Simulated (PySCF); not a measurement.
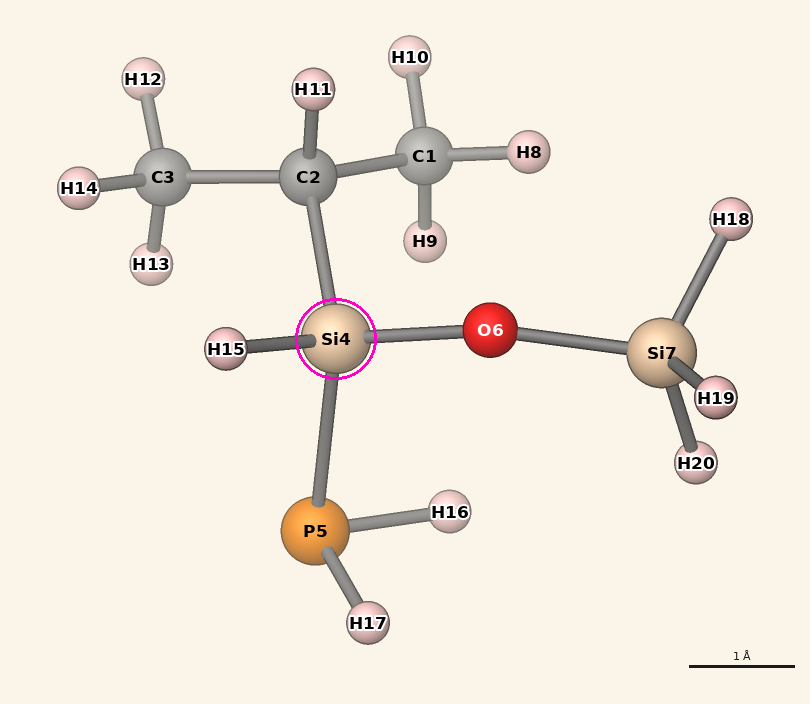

Orthographic view. Distant atoms are faded towards the background colour. The geometry was computed by an optimisation with PBE0-D3(BJ)/def2-SVP. No frequency run is at hand to confirm it as a minimum.

> Which atoms are bonded to the circled atom?

The circled atom is Si4; it is bonded to C2, P5, O6, H15.

> Of C1 and C2, which is nearer the viewer?

C2; the bond to C1 points away from the viewer, so it looks shorter than its 1.53 Å.

> Which two atoms are farthest apart in space?

H12 and H19, 7.56 Å.

> Which atom is nearest the viewer?

H19, 2.8 Å in front of the mean position.
